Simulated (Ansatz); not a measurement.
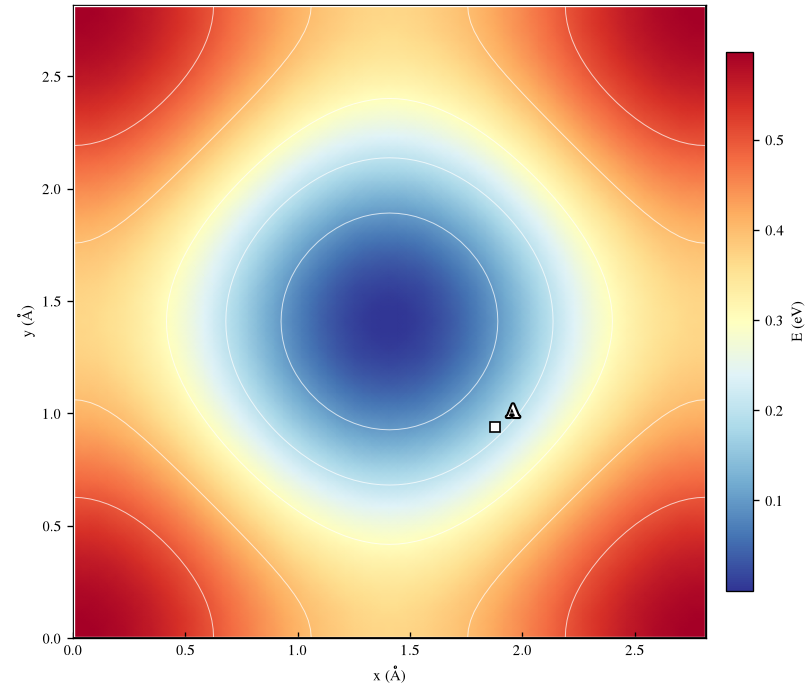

Mg on an Al(100) slab cut from the Fm-3m phase, its upper half relaxed before the scan (12 atoms of substrate and one adsorbate in a 2 × 2 cell). Mg is moved over the surface cell; relaxed at each place: the height of the adsorbate's atoms and the top layer of the substrate; the origin of the map has the adsorbate above Al9. Places are given modulo a cell vector. The map is drawn in real space over the plane of the surface. The grid has 6 × 6 points; 10 points were computed and 26 follow by symmetry. Places are given in fractions of the 1 × 1 surface cell. All energies are given in eV relative to the lowest grid point. These are results of Ansatz 0.2.0, DFT LDA, scalar-relativistic, plane waves, PAW, not measurements. Settings: cutoff 420 eV, k-mesh 5×5×1, gaussian smearing 0.1 eV, no spin polarisation.

In the figure: a smooth colour map with a few white contour lines, the outline of one cell of the plane, the point A. Between grid points the surface is interpolated.

> Is A at rest? If not, where is it pushed?

A, at (4/6, 2/6) of the cell vectors, is not a stationary point. The computed force is 0.47 eV/Å in the plane, pointing up and left in the picture (components −0.33 and 0.33 eV/Å).

PAW datasets: the set soft_1.
